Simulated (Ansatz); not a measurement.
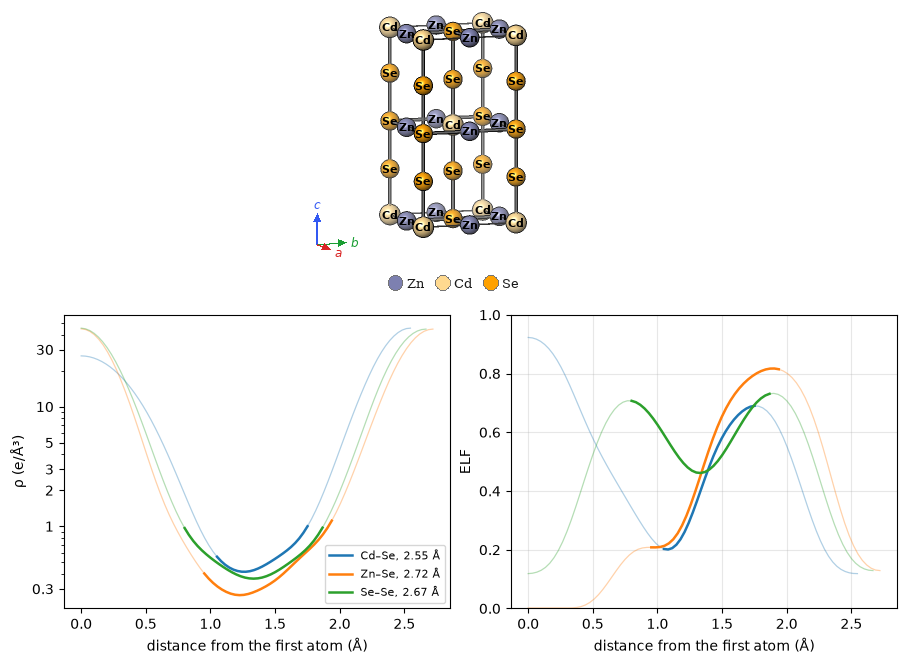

The picture shows: Zn$_{2}$CdSe$_{3}$. Valence charge density (pseudo) and ELF along straight lines between neighbouring atoms. Thin, pale parts lie inside the atomic spheres. The structure is drawn too.

Space group I4/mmm; a structure generated by program, which may or may not match a known phase.

Computed with DFT PBE, scalar-relativistic, plane waves, PAW (Ansatz 0.2.0).

In a PAW calculation such maps are meaningful between the atoms, not at the nuclei.

Q: Compare the contacts.

A: Cd–Se (2.55 Å): the density is about 0.42 e/Å³ at the midpoint; the ELF is about 0.35 at the midpoint.
Zn–Se (2.72 Å): ρ at the midpoint is about 0.29 e/Å³; the ELF is about 0.50 at the midpoint.
Se–Se (2.67 Å): the density is about 0.37 e/Å³ at the midpoint; the ELF is about 0.45 at the midpoint.
